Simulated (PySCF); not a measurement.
C6H16Si4: geometry relaxation

The run: geometry relaxation of C6H16Si4 ((HSi)4CH26 adamantane). Method and program: PBE0-D3(BJ)/def2-SVP geometry optimisation, gas phase (PySCF 2.14.0).

It belongs to a series of runs on one base structure; here: H, CH2.

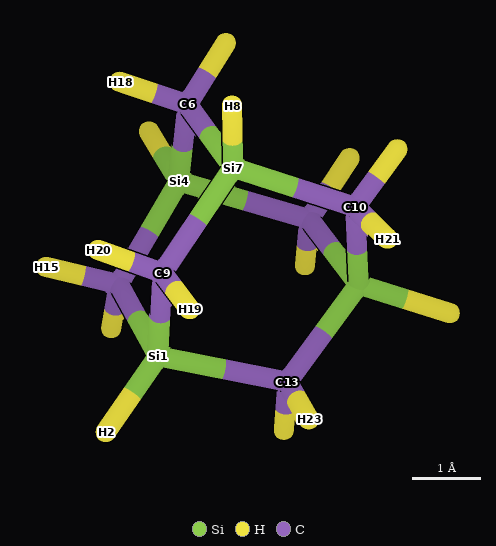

**Figure 1.** The structure as given in the input (stick view, seen at a tilt; atoms are numbered from 1 in the order of the input). Bond lengths as drawn: C–H 1.04 to 1.15 Å, C–Si 1.80 to 2.04 Å and H–Si 1.38 to 1.50 Å.

Results in brief

```csv
quantity,value
outcome,converged
total energy,−1395.100317 hartree
dipole moment,0.00 D
point group,Td
hardware,"2 CPU threads, shared host"
wall time,93 s (CPU time 3.9 min)
peak memory,1.4 GiB
```

Input
```
{"job": {"xc": "PBE0", "basis": "def2-SVP", "d3": "d3bj", "grid": 1, "maxiter": 40, "shake": 0.03, "kind": "geom"}, "charge": 0, "multiplicity": 1}
Si     1.435820    -1.231690     0.725940
H      2.411270    -2.054080     1.255410
C      1.426490     0.574210     1.459160
Si     0.246100     1.755670     0.795910
H      0.250160     3.070310     1.394180
C      0.343210     1.873670    -1.089320
Si     0.245430     0.146440    -1.912480
H      0.429880     0.285710    -3.396050
C      1.549530    -0.964480    -1.115250
C     -1.495130    -0.587970    -1.455610
Si    -1.763700    -0.755720     0.420190
H     -3.051950    -1.318280     0.715870
C     -0.439530    -1.828320     1.053720
C     -1.605690     0.988040     1.194020
H      2.457660     0.972160     1.293180
H      1.393760     0.549580     2.588980
H     -0.391290     2.561910    -1.500570
H      1.291560     2.321670    -1.300550
H      1.493910    -1.986320    -1.631440
H      2.465800    -0.565740    -1.397120
H     -1.643780    -1.553530    -1.985620
H     -2.248010    -0.013840    -1.932190
H     -0.420700    -2.821910     0.592660
H     -0.495220    -1.964820     2.138840
H     -1.655060     0.877080     2.259520
H     -2.371940     1.676170     0.798590
```

The first line tells a small driver script what to run in PySCF; the rest is the geometry in Å.

Run as:
```bash
OMP_NUM_THREADS=2 python <driver script> task.json out
```

Output
```
step   0  E = -1395.05627153  max force = 0.084298
step   1  E = -1395.09620910  max force = 0.021956
step   2  E = -1395.09973689  max force = 0.006258
step   3  E = -1395.10022862  max force = 0.001352
step   4  E = -1395.10029073  max force = 0.000655
step   5  E = -1395.10031033  max force = 0.000561
step   6  E = -1395.10031737  max force = 0.000309
optimisation converged
```

Trajectory as extended XYZ (Å, eV, eV/Å), 7 frames, from step=0 to step=6
```
26
Properties=species:S:1:pos:R:3:forces:R:3 step=0 energy=-37961.41472
Si    1.4358   -1.2317    0.7259   -4.3348   3.0950  -0.6245
H     2.4113   -2.0541    1.2554    1.7507  -1.5285   1.0236
C     1.4265    0.5742    1.4592    2.5466  -1.4149   1.4307
Si    0.2461    1.7557    0.7959   -3.7345  -0.9655  -0.9964
H     0.2502    3.0703    1.3942    0.3231   0.9487   0.4925
C     0.3432    1.8737   -1.0893   -0.1335  -1.0841   0.3918
Si    0.2454    0.1464   -1.9125   -1.2242   0.1312   1.0422
H     0.4299    0.2857   -3.3960    0.0590  -0.1512   0.0592
C     1.5495   -0.9645   -1.1153   -1.8506  -2.2010  -0.6449
C    -1.4951   -0.5880   -1.4556    1.4400  -0.8853  -0.0962
Si   -1.7637   -0.7557    0.4202    0.6286   1.9512  -0.9821
H    -3.0520   -1.3183    0.7159   -1.1748  -0.5432   0.2066
C    -0.4395   -1.8283    1.0537    2.9198  -0.5951   0.3270
C    -1.6057    0.9880    1.1940    1.8965  -0.0129  -1.6671
H     2.4577    0.9722    1.2932   -0.2038  -0.0312  -0.1077
H     1.3938    0.5496    2.5890   -0.2885  -0.0807  -0.7586
H    -0.3913    2.5619   -1.5006   -0.5349   0.2039  -0.0787
H     1.2916    2.3217   -1.3006    1.2339   0.4625  -0.4385
H     1.4939   -1.9863   -1.6314    0.0255   1.0238   0.4736
H     2.4658   -0.5657   -1.3971    2.4947   0.9193  -0.5813
H    -1.6438   -1.5535   -1.9856    0.3554  -0.1206   0.3421
H    -2.2480   -0.0138   -1.9322   -1.1754   1.3157  -0.4486
H    -0.4207   -2.8219    0.5927   -0.4487  -0.3780  -0.0444
H    -0.4952   -1.9648    2.1388   -0.2012  -0.1512   0.3094
H    -1.6551    0.8771    2.2595   -0.3412   0.1287   1.1399
H    -2.3719    1.6762    0.7986   -0.0278  -0.0365   0.2304
26
Properties=species:S:1:pos:R:3:forces:R:3 step=1 energy=-37962.50148
Si    1.3767   -1.1882    0.7240   -0.8659   0.7105  -0.0381
H     2.4254   -2.0801    1.3019    0.0500  -0.0530   0.0120
C     1.4381    0.5551    1.4690    1.1052  -0.1838   0.3312
Si    0.1673    1.7264    0.7876   -1.1290   0.0509  -0.1321
H     0.2192    3.0901    1.4116    0.1944  -0.0117   0.0163
C     0.3281    1.8464   -1.0890    0.4152   0.0510   0.0221
Si    0.2112    0.1424   -1.8939   -0.1359   0.1584   0.2748
H     0.4034    0.2544   -3.3748    0.0142  -0.0537  -0.0490
C     1.5362   -0.9653   -1.1344    0.2525  -0.2599  -0.3803
C    -1.4839   -0.5646   -1.4690   -0.1204  -0.1492  -0.4070
Si   -1.7276   -0.7214    0.3963   -0.3525   0.1617  -0.1273
H    -3.0798   -1.3071    0.6966    0.0351   0.0017  -0.0156
C    -0.3822   -1.8354    1.0623    0.8987  -0.4155   0.1523
C    -1.5633    0.9917    1.1707    0.7576  -0.1124  -0.1194
H     2.4579    0.9596    1.2887   -0.1671   0.0109  -0.0981
H     1.3788    0.5109    2.5719   -0.2087  -0.0567  -0.0200
H    -0.4325    2.5296   -1.5018   -0.0702  -0.0256   0.0353
H     1.3119    2.2981   -1.3242   -0.0722  -0.0467  -0.0329
H     1.4740   -1.9533   -1.6280   -0.0052  -0.0008   0.0154
H     2.5256   -0.5593   -1.4142    0.0109   0.0018   0.1059
H    -1.6056   -1.5466   -1.9678    0.0919  -0.0062   0.1825
H    -2.2656    0.0664   -1.9334    0.0446   0.0901   0.1906
H    -0.4162   -2.8434    0.6079   -0.2604   0.0298   0.0283
H    -0.4604   -1.9789    2.1554   -0.1693   0.0109  -0.0336
H    -1.6427    0.9014    2.2682   -0.1955   0.0956  -0.0176
H    -2.3355    1.6766    0.7888   -0.1184   0.0020   0.1046
26
Properties=species:S:1:pos:R:3:forces:R:3 step=2 energy=-37962.59748
Si    1.3523   -1.1578    0.7164   -0.0579   0.1351  -0.0468
H     2.4085   -2.0582    1.2938   -0.0307   0.0265  -0.0409
C     1.4599    0.5686    1.4690    0.3218  -0.0105   0.1313
Si    0.1422    1.7223    0.7906   -0.0842   0.2201  -0.0330
H     0.2361    3.0864    1.4168    0.0601  -0.0469  -0.0131
C     0.3406    1.8456   -1.0815    0.1567   0.0546  -0.0201
Si    0.2087    0.1460   -1.8894    0.0517   0.0708   0.0086
H     0.4013    0.2481   -3.3741   -0.0240  -0.0010  -0.0087
C     1.5371   -0.9715   -1.1495    0.2021  -0.0316  -0.1622
C    -1.4843   -0.5663   -1.4737   -0.1137   0.0199  -0.1744
Si   -1.7268   -0.7232    0.3891   -0.2135  -0.1091  -0.0066
H    -3.0806   -1.3097    0.6888    0.0632   0.0398  -0.0065
C    -0.3702   -1.8418    1.0618    0.1803  -0.2007   0.1093
C    -1.5479    0.9818    1.1682    0.1062  -0.0881   0.0702
H     2.4665    0.9835    1.2721   -0.0650   0.0141  -0.0615
H     1.3793    0.5119    2.5683   -0.0862  -0.0374   0.0219
H    -0.4264    2.5255   -1.4920   -0.0069  -0.0239  -0.0021
H     1.3249    2.2938   -1.3200   -0.0943  -0.0432   0.0258
H     1.4729   -1.9605   -1.6352   -0.0159  -0.0513   0.0157
H     2.5363   -0.5687   -1.4118   -0.1254  -0.0236   0.0987
H    -1.5980   -1.5542   -1.9548    0.0190  -0.0149   0.0512
H    -2.2691    0.0798   -1.9131    0.0652  -0.0307   0.0961
H    -0.4428   -2.8497    0.6130   -0.0707   0.0533  -0.0145
H    -0.4746   -1.9829    2.1528   -0.0872   0.0460  -0.0195
H    -1.6526    0.8977    2.2654   -0.0871   0.0333  -0.0542
H    -2.3347    1.6596    0.7991   -0.0637  -0.0006   0.0352
26
Properties=species:S:1:pos:R:3:forces:R:3 step=3 energy=-37962.61086
Si    1.3487   -1.1465    0.7103    0.0342  -0.0323  -0.0035
H     2.4077   -2.0491    1.2805   -0.0300   0.0264  -0.0317
C     1.4749    0.5766    1.4698   -0.0113  -0.0174   0.0430
Si    0.1422    1.7284    0.7940    0.0008   0.0637   0.0151
H     0.2558    3.0897    1.4197   -0.0020  -0.0275  -0.0069
C     0.3504    1.8484   -1.0784   -0.0061  -0.0061   0.0021
Si    0.2109    0.1501   -1.8901    0.0268  -0.0067  -0.0147
H     0.3953    0.2537   -3.3763   -0.0231   0.0147   0.0020
C     1.5393   -0.9758   -1.1584    0.0482   0.0080  -0.0695
C    -1.4855   -0.5675   -1.4763   -0.0097   0.0434  -0.0234
Si   -1.7324   -0.7308    0.3875   -0.0182  -0.0528  -0.0023
H    -3.0843   -1.3142    0.6866    0.0221   0.0211   0.0015
C    -0.3689   -1.8464    1.0644    0.0284  -0.0352   0.0512
C    -1.5493    0.9743    1.1712    0.0680   0.0094   0.0190
H     2.4745    0.9967    1.2621   -0.0036   0.0126  -0.0221
H     1.3839    0.5110    2.5682   -0.0151  -0.0159  -0.0034
H    -0.4185    2.5257   -1.4899    0.0068  -0.0118  -0.0136
H     1.3326    2.2942   -1.3169   -0.0204  -0.0064   0.0171
H     1.4730   -1.9685   -1.6377   -0.0068  -0.0109   0.0254
H     2.5388   -0.5733   -1.4083   -0.0581  -0.0088   0.0470
H    -1.5963   -1.5573   -1.9522   -0.0001  -0.0054  -0.0025
H    -2.2713    0.0828   -1.9018    0.0171  -0.0242   0.0171
H    -0.4563   -2.8517    0.6153    0.0076   0.0138  -0.0228
H    -0.4903   -1.9816    2.1538   -0.0274   0.0371  -0.0071
H    -1.6709    0.8910    2.2659   -0.0183   0.0092  -0.0156
H    -2.3453    1.6461    0.8069   -0.0098   0.0019  -0.0014
26
Properties=species:S:1:pos:R:3:forces:R:3 step=4 energy=-37962.61255
Si    1.3487   -1.1464    0.7067    0.0264  -0.0153   0.0062
H     2.4085   -2.0484    1.2710   -0.0041   0.0068  -0.0154
C     1.4749    0.5747    1.4713   -0.0313  -0.0038  -0.0017
Si    0.1427    1.7295    0.7964    0.0308   0.0111   0.0017
H     0.2583    3.0885    1.4231   -0.0007  -0.0015  -0.0001
C     0.3504    1.8479   -1.0763   -0.0177  -0.0123   0.0135
Si    0.2108    0.1515   -1.8916    0.0211  -0.0133  -0.0063
H     0.3881    0.2610   -3.3780   -0.0112   0.0116   0.0004
C     1.5383   -0.9772   -1.1625   -0.0157   0.0112  -0.0337
C    -1.4845   -0.5667   -1.4772    0.0020   0.0113   0.0144
Si   -1.7298   -0.7323    0.3873    0.0185  -0.0105  -0.0059
H    -3.0812   -1.3115    0.6882   -0.0020   0.0053   0.0049
C    -0.3663   -1.8474    1.0658   -0.0133  -0.0133   0.0179
C    -1.5454    0.9740    1.1715   -0.0052   0.0014   0.0082
H     2.4727    0.9974    1.2613    0.0065   0.0055   0.0024
H     1.3812    0.5040    2.5692    0.0020  -0.0057  -0.0044
H    -0.4187    2.5237   -1.4896    0.0042  -0.0025  -0.0102
H     1.3316    2.2943   -1.3134    0.0069   0.0074   0.0026
H     1.4721   -1.9715   -1.6383    0.0011  -0.0031   0.0146
H     2.5368   -0.5737   -1.4060   -0.0016   0.0004   0.0156
H    -1.5958   -1.5564   -1.9535   -0.0027   0.0005  -0.0052
H    -2.2712    0.0836   -1.8980   -0.0064  -0.0067  -0.0042
H    -0.4552   -2.8518    0.6157    0.0086   0.0005  -0.0075
H    -0.4929   -1.9771    2.1551   -0.0092   0.0187  -0.0025
H    -1.6725    0.8919    2.2653   -0.0072   0.0006   0.0017
H    -2.3430    1.6444    0.8066    0.0000  -0.0044  -0.0072
26
Properties=species:S:1:pos:R:3:forces:R:3 step=5 energy=-37962.61308
Si    1.3496   -1.1476    0.7033   -0.0039   0.0011   0.0098
H     2.4113   -2.0492    1.2615    0.0084  -0.0051  -0.0041
C     1.4749    0.5718    1.4718   -0.0112   0.0044  -0.0184
Si    0.1445    1.7295    0.7985    0.0035  -0.0139   0.0004
H     0.2612    3.0873    1.4264    0.0017   0.0049   0.0023
C     0.3508    1.8478   -1.0741   -0.0063  -0.0046   0.0109
Si    0.2100    0.1532   -1.8927    0.0042  -0.0083  -0.0008
H     0.3815    0.2693   -3.3792   -0.0032   0.0050  -0.0001
C     1.5367   -0.9770   -1.1663   -0.0289   0.0066  -0.0111
C    -1.4849   -0.5655   -1.4768    0.0045  -0.0017   0.0152
Si   -1.7280   -0.7332    0.3877    0.0180   0.0081  -0.0062
H    -3.0797   -1.3096    0.6906   -0.0067  -0.0030   0.0035
C    -0.3650   -1.8484    1.0669   -0.0062  -0.0034  -0.0080
C    -1.5441    0.9735    1.1722   -0.0074   0.0050   0.0057
H     2.4725    0.9961    1.2622    0.0030  -0.0008   0.0111
H     1.3809    0.4973    2.5692    0.0038  -0.0011   0.0009
H    -0.4177    2.5234   -1.4887    0.0014   0.0022  -0.0039
H     1.3320    2.2949   -1.3103    0.0066   0.0044  -0.0023
H     1.4712   -1.9722   -1.6398    0.0047  -0.0016   0.0033
H     2.5354   -0.5730   -1.4059    0.0165   0.0016   0.0000
H    -1.5969   -1.5546   -1.9546   -0.0001   0.0013  -0.0030
H    -2.2731    0.0842   -1.8952   -0.0080   0.0013  -0.0069
H    -0.4538   -2.8528    0.6167    0.0025  -0.0032   0.0052
H    -0.4937   -1.9735    2.1562    0.0009   0.0047   0.0011
H    -1.6751    0.8918    2.2654   -0.0016   0.0000   0.0034
H    -2.3420    1.6425    0.8049    0.0036  -0.0038  -0.0079
26
Properties=species:S:1:pos:R:3:forces:R:3 step=6 energy=-37962.61327
Si    1.3502   -1.1489    0.7004   -0.0086   0.0056   0.0060
H     2.4137   -2.0511    1.2537    0.0075  -0.0056  -0.0005
C     1.4753    0.5692    1.4716    0.0019   0.0034  -0.0136
Si    0.1457    1.7286    0.8006   -0.0042  -0.0106  -0.0007
H     0.2637    3.0858    1.4298    0.0020   0.0030   0.0021
C     0.3511    1.8484   -1.0718    0.0004   0.0008   0.0037
Si    0.2084    0.1552   -1.8933   -0.0021  -0.0003   0.0000
H     0.3763    0.2759   -3.3798    0.0002   0.0009  -0.0002
C     1.5348   -0.9762   -1.1697   -0.0159   0.0023   0.0002
C    -1.4859   -0.5642   -1.4761    0.0000  -0.0029   0.0068
Si   -1.7267   -0.7335    0.3883    0.0048   0.0081  -0.0024
H    -3.0787   -1.3090    0.6928   -0.0026  -0.0039   0.0012
C    -0.3641   -1.8494    1.0667   -0.0010   0.0003  -0.0142
C    -1.5434    0.9732    1.1731   -0.0048   0.0010   0.0070
H     2.4731    0.9941    1.2638    0.0013  -0.0020   0.0087
H     1.3815    0.4919    2.5689    0.0010  -0.0001   0.0013
H    -0.4167    2.5248   -1.4865    0.0003   0.0027   0.0003
H     1.3326    2.2953   -1.3079    0.0021  -0.0005  -0.0020
H     1.4699   -1.9718   -1.6425    0.0036   0.0004  -0.0013
H     2.5342   -0.5724   -1.4075    0.0109  -0.0002  -0.0040
H    -1.5981   -1.5526   -1.9552    0.0016   0.0006  -0.0002
H    -2.2754    0.0851   -1.8932   -0.0031   0.0018  -0.0035
H    -0.4531   -2.8542    0.6177   -0.0016  -0.0033   0.0082
H    -0.4925   -1.9717    2.1564    0.0038  -0.0007   0.0021
H    -1.6767    0.8919    2.2662   -0.0007   0.0008   0.0009
H    -2.3408    1.6415    0.8035    0.0034  -0.0018  -0.0061
```

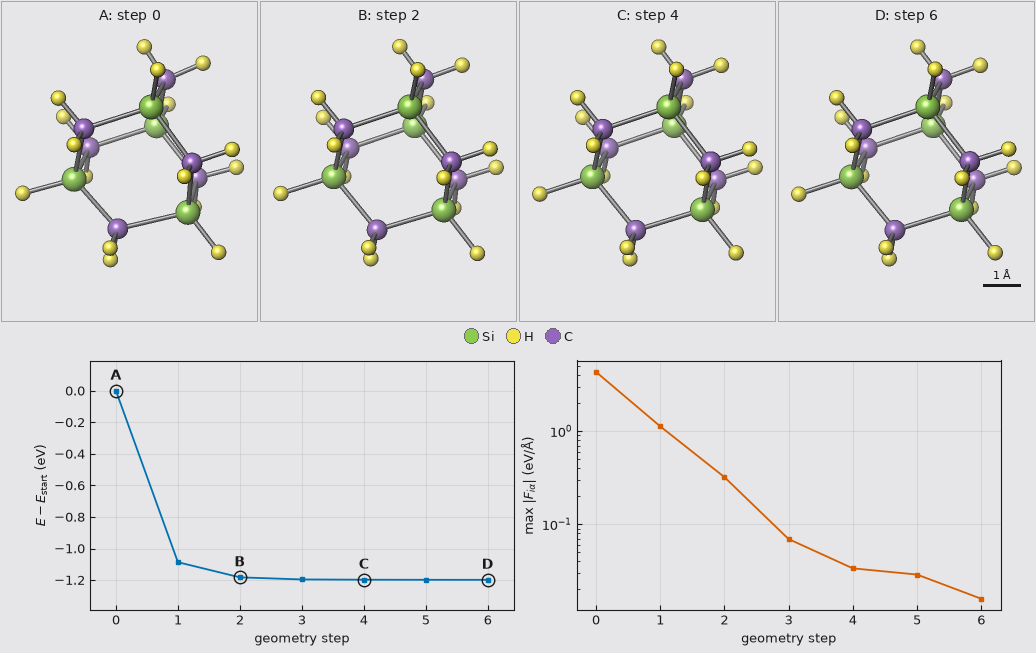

**Figure 2.** Frames of the relaxation (ball-and-stick view, seen at a tilt) above the curves, on which the letters mark them (steps are counted from 0).

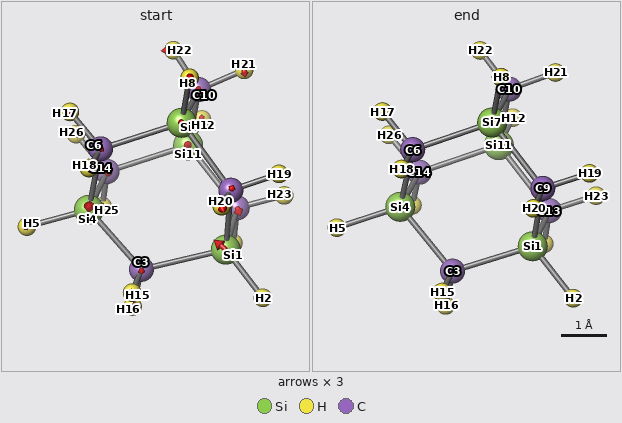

**Figure 3.** Before (left) and after (right) the relaxation, at one scale (ball-and-stick view, seen at a tilt). The red arrows give the displacements, magnified 3 times. The largest move after the best rigid fit is that of Si1, 0.12 Å. By element the largest moves are Si 0.12 Å, H 0.10 Å, C 0.08 Å. Among the contacts that change: Si4–C14 2.044 → 1.887 Å, Si1–H2 1.381 → 1.500 Å, Si1–C13 1.995 → 1.888 Å, C3–Si4 1.797 → 1.887 Å. Among the angles that change: Si1–C13–H23 100.7° → 109.4°, H21–C10–H22 99.3° → 106.9°, Si1–C3–Si4 118.3° → 111.5°. Over 6 geometry steps the energy falls by 1.199 eV. The largest force component goes from 4.3 to 0.016 eV/Å. (Atoms are counted from 1 in the order of the input.)
